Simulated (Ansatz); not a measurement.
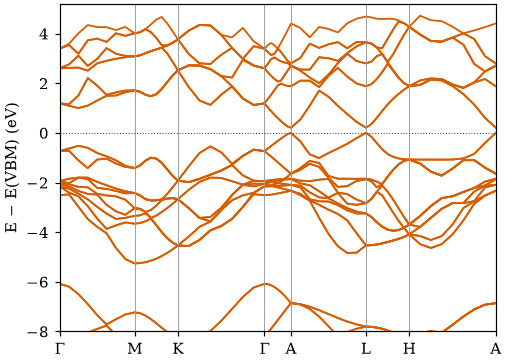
Fig. 1. Band structure from r²SCAN with spin–orbit coupling in the plane-wave PAW code Ansatz

Q: Read off the gap and where the band edges lie.

A: About 0.2 eV (0.21 eV by a search for the band edges); maximum at L, minimum at A.

The material is PbS (rock salt, space group No. 225).

Space group Fm-3m (rock salt). Symmetry was held in the r²SCAN relaxation.

Potentials: the earlier of the program's two PAW sets.
